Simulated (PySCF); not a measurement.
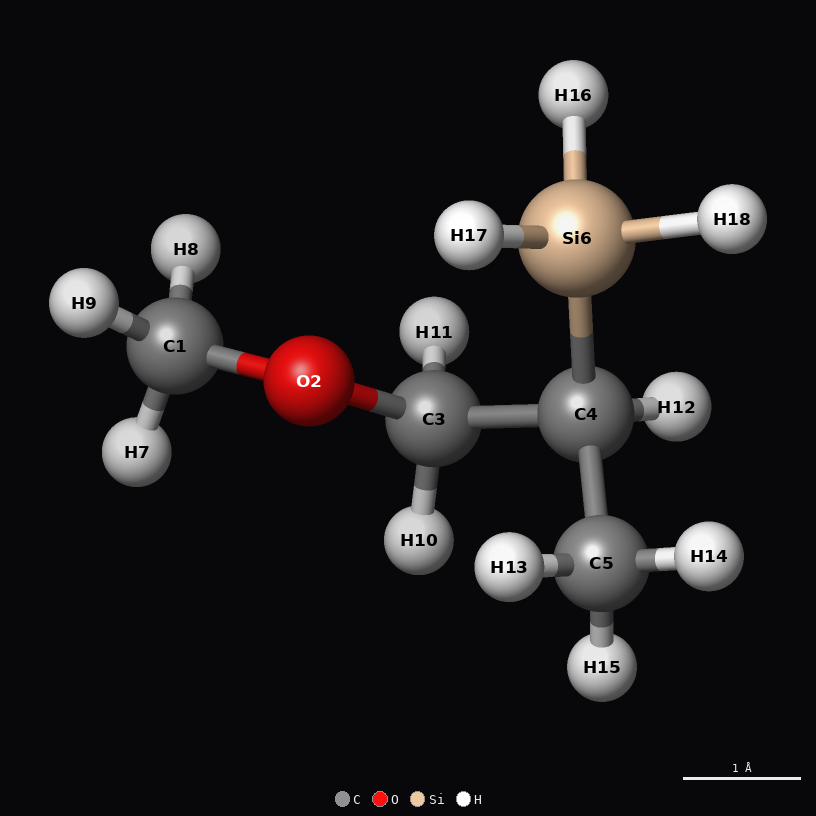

The atoms are numbered. Geometry: a frame of a GFN2-xTB molecular-dynamics simulation, not a minimum.

Give these bond angles: C1–O2–C3, O2–C1–H7, O2–C1–H8, O2–C1–H9, O2–C3–H10, O2–C3–H11, C3–C4–C5, C4–C5–H13, C4–C5–H14, C4–Si6–H16, C5–C4–H12, Si6–C4–H12.

| angle | degrees |
| --- | --- |
| C1–O2–C3 | 108.0 |
| O2–C1–H7 | 108.0 |
| O2–C1–H8 | 116.9 |
| O2–C1–H9 | 107.5 |
| O2–C3–H10 | 112.0 |
| O2–C3–H11 | 107.8 |
| C3–C4–C5 | 111.0 |
| C4–C5–H13 | 110.7 |
| C4–C5–H14 | 109.1 |
| C4–Si6–H16 | 108.9 |
| C5–C4–H12 | 112.5 |
| Si6–C4–H12 | 113.3 |
